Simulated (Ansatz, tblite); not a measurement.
**The cluster Si₄H₂O₉: rung by rung**

How do method and basis change the picture of the cluster Si₄H₂O₉ (singlet)?

Program: Ansatz 0.2.0, Gaussian basis. Level of theory: as each input shows. These are calculated values, not measurements.

Levels to be run: GFN1-xTB, GFN2-xTB, PBE-D4/def2-TZVP, r2SCAN-D4/def2-TZVP, BHLYP-D4/def2-TZVP, PBE-D4/def2-SVP, PBE0-D4/def2-SVP, HF/STO-3G, MP2/def2-SVP.

2 further runs of the same task are left out: 2 set aside as unsound or not needed.

## 1. The geometry

The singlet was relaxed beforehand with PBE-D4/def2-SVP. At that level it is the lowest of the isomers that a small search found.

15 atoms, charge 0, spin multiplicity 1.

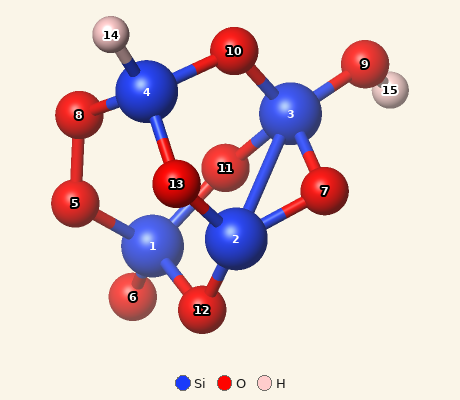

The geometry (silicon blue, oxygen red, hydrogen pink); atoms are numbered from 1 in the order of the file.

As a file:

```mol
H2O9Si4
  3D, bonds by distance, orders not assigned

 15 18  0  0  0  0  0  0  0  0999 V2000
   -1.1996   -1.6768   -0.3457 Si  0  0
    1.3762   -1.0113   -0.0813 Si  0  0
    0.2783    1.1370   -0.9954 Si  0  0
    0.3102    0.7470    1.8282 Si  0  0
   -1.1790   -1.4132    1.3785 O   0  0
   -2.2264   -2.6118   -1.0228 O   0  0
    1.7378    0.1924   -1.1438 O   0  0
   -1.1908   -0.0326    1.8867 O   0  0
    0.1176    2.2723   -2.1494 O   0  0
    0.3718    1.8204    0.5261 O   0  0
   -0.8360   -0.0838   -0.9198 O   0  0
    0.5532   -2.3181   -0.4900 O   0  0
    1.4822   -0.4637    1.4608 O   0  0
    0.6224    1.4578    3.0849 H   0  0
   -0.2180    1.9842   -3.0171 H   0  0
  1  5  8  0
  1  6  8  0
  1 11  8  0
  1 12  8  0
  2  3  8  0
  2  7  8  0
  2 12  8  0
  2 13  8  0
  3  7  8  0
  3  9  8  0
  3 10  8  0
  3 11  8  0
  4  8  8  0
  4 10  8  0
  4 13  8  0
  4 14  8  0
  5  8  8  0
  9 15  8  0
M  END
```

PBE0-D4/def2-TZVP was run before; its log isn't repeated, and its numbers join the tables.

## 2. GFN1-xTB

Tight binding, by tblite at 300 K electronic temperature and without a spin-polarisation term:

```python
tblite.interface.Calculator('GFN1-xTB', numbers, positions, charge=0, uhf=0).singlepoint()
```

Energy -1400.7261 eV, HOMO -11.96 eV, LUMO -8.45 eV; 0.077 s.

## 3. GFN2-xTB

Tight binding, by tblite at 300 K electronic temperature and without a spin-polarisation term:

```python
tblite.interface.Calculator('GFN2-xTB', numbers, positions, charge=0, uhf=0).singlepoint()
```

Energy -1226.4439 eV, HOMO -12.00 eV, LUMO -8.64 eV; 0.078 s.

## 4. PBE-D4/def2-TZVP

start.molden holds the orbitals of an earlier run on this state, given as this run's starting guess.

The input, in.yaml:

```yaml
crystal:
  periodic: [false, false, false]
  atoms:
    - {symbol: Si, position_ang: [-1.199560, -1.676782, -0.345739]}
    - {symbol: Si, position_ang: [1.376214, -1.011324, -0.081256]}
    - {symbol: Si, position_ang: [0.278309, 1.137003, -0.995387]}
    - {symbol: Si, position_ang: [0.310236, 0.746990, 1.828217]}
    - {symbol: O, position_ang: [-1.178960, -1.413171, 1.378543]}
    - {symbol: O, position_ang: [-2.226445, -2.611781, -1.022827]}
    - {symbol: O, position_ang: [1.737806, 0.192434, -1.143790]}
    - {symbol: O, position_ang: [-1.190815, -0.032614, 1.886677]}
    - {symbol: O, position_ang: [0.117552, 2.272346, -2.149367]}
    - {symbol: O, position_ang: [0.371826, 1.820432, 0.526058]}
    - {symbol: O, position_ang: [-0.835997, -0.083822, -0.919830]}
    - {symbol: O, position_ang: [0.553211, -2.318089, -0.489979]}
    - {symbol: O, position_ang: [1.482195, -0.463652, 1.460831]}
    - {symbol: H, position_ang: [0.622421, 1.457794, 3.084905]}
    - {symbol: H, position_ang: [-0.217974, 1.984236, -3.017065]}
basis:
  gaussian: {orbitals: def2-TZVP, initial_orbitals: start.molden}
hamiltonian: {xc: pbe, dispersion: d4}
scf: {omitted_lower_state_checks: [starts]}
output: {forces: true, orbitals: {seedname: orbitals}}
```

Launch:

```bash
> ansatz run in.yaml --threads 6 --pin off --events-out ev --progress --plain --max-ram 7833MiB
```

Further steps of the session: r2SCAN-D4/def2-TZVP; BHLYP-D4/def2-TZVP; PBE-D4/def2-SVP; PBE0-D4/def2-SVP; HF/STO-3G; MP2/def2-SVP.

Q: Predict the results of all the runs planned. Wanted: gap in def2-TZVP, named functionals, smallest and largest; correlation energy, MP2/def2-SVP; binding an atom, functionals in def2-TZVP; PBE0 total energy, smallest basis above largest.

The runs gave:

| quantity | value |
| --- | --- |
| gap in def2-TZVP, named functionals, smallest and largest | 1.48 eV (PBE-D4), 5.68 eV (BHLYP-D4) |
| correlation energy, MP2/def2-SVP | -54.20 eV |
| binding an atom, functionals in def2-TZVP | 4.55 (BHLYP-D4) to 5.04 eV (PBE-D4) |
| PBE0 total energy, smallest basis above largest | 35.27 eV (def2-SVP, def2-TZVP) |

What this shows: Orbital gaps of the named functionals in def2-TZVP span 1.48 eV (PBE-D4) to 5.68 eV (BHLYP-D4); exact exchange widens it.
